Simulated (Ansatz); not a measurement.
## ZnInGaO4 (R3m): least direct gap against volume

The cell of ZnInGaO4 (R3m) is scaled evenly and the response computed anew at each volume, on one mesh. The atoms keep their fractional positions.

The structure is trigonal, space group R3m (No. 160). The conventional cell has a = 3.361 Å, b = 3.361 Å, c = 26.140 Å, α = 90.00°, β = 90.00°, γ = 120.00°. In on site a is surrounded by 6 O at 2.22 to 2.23 Å. Ga on site a has 5 O at 1.94 to 2.00 Å as nearest neighbours. Around Zn on site a lie 4 O at 2.01 to 2.02 Å. O on site a is surrounded by 1 Ga at 2.00 Å and 3 Zn at 2.02 Å. Around O on site a lie 3 Ga at 1.94 Å. Around O on site a lie 1 Ga at 1.98 Å and 3 In at 2.23 Å. Around O on site a lie 1 Zn at 2.01 Å and 3 In at 2.22 Å.

Method: Ansatz 0.2.0, PBE, independent particles, k-mesh 8×8×8 with interpolation inside its cells, Gaussian parameter 0.1 eV.

Launch of the response step: `ansatz run input.yaml --threads 4 --pin off --max-ram 8192MiB --backend cpu --events-out ev --progress --plain --runs-dir out`. The series took 13.0 min in all, on 4 threads of Intel(R) Xeon(R) Processor @ 2.50GHz (Skylake/Cascade Lake), on a shared host.

```
V/V₀  V (Å³, primitive cell)  least direct gap (eV)
0.94                   80.11                  1.329
0.96                   81.82                  1.239
0.98                   83.52                  1.151
1.00                   85.22                  1.066
1.02                   86.93                  0.983
1.04                   88.63                      ?
1.06                   90.34                  0.825
```

For small changes the quantity should be close to linear in ln V.

Working, on the rows shown:

| x = ln(V/V₀) | y = least direct gap |
| --- | --- |
| -0.0618754 | 1.329 |
| -0.040822 | 1.239 |
| -0.0202027 | 1.151 |
| 0 | 1.066 |
| 0.0198026 | 0.983 |
| 0.0582689 | 0.825 |

Means: x̄ = -0.0074714, ȳ = 1.0988. Σ(x − x̄)(y − ȳ) = -0.03927, Σ(x − x̄)² = 0.009356. Slope = -0.03927 / 0.009356 = -4.197; intercept = ȳ − slope · x̄ = 1.0675. The line misses the rows shown by at most 0.0021 eV.

Question: Predict the last column of the withheld row from the fit.

Answer: At x = 0.039221 the line gives y = 0.90286 eV. The run gave 0.903 eV, so the interpolation holds to the digits printed.

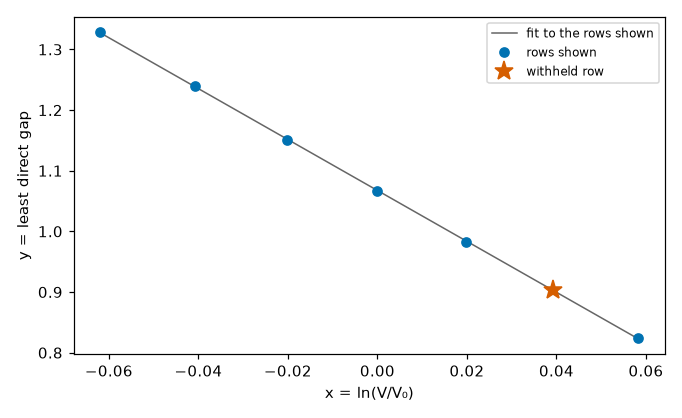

Between the rows on either side of x = 0 the slope is (0.983 − 1.151) / (0.019803 − (-0.020203)) = -4.199. That is a volume deformation potential of -4.2 eV: the least direct gap on this mesh widens by 42 meV for each per cent of compression. PBE gaps are as a rule too small. Spin-orbit coupling is left out.

[Logs are printed without paths, hosts, clocks, repeated set-up lines and the standing remarks that a program may print on its own settings, such as how far it seeks lower states.]
